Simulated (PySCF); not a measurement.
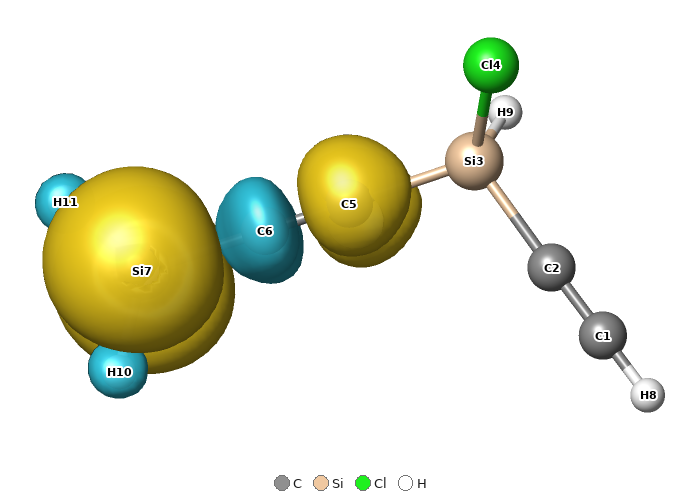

Figure. C₄H₄ClSi₂ (doublet). Isosurfaces of the spin density (α minus β) at +0.015 (yellow) and −0.015 e/Å³ (cyan), seen across its widest extent.

Geometry: GFN2-xTB.

Computed with UKS B3LYP, pcH-1 on C Cl H Si, non-relativistic, mean-field spin-orbit, GIAO (PySCF).

```xyz
11

C     2.8838   -0.2873    1.7163
C     2.2764   -0.2407    0.6805
Si    1.3714   -0.1546   -0.9322
Cl    1.9269    1.5624   -1.8973
C    -0.4214   -0.1027   -0.5465
C    -1.6247   -0.0837   -0.3106
Si   -3.3813   -0.0343    0.0465
H     3.4130   -0.3295    2.6249
H     1.7468   -1.2828   -1.7880
H    -3.8466   -0.0529    1.4167
H    -4.3390    0.0486   -1.0362
```

Question: Where is the unpaired spin?

Answer: The unpaired spin (1 electron) lies mostly on Si7 (about 0.7) and C5 (about 0.2), in electrons by Hirshfeld's partition.
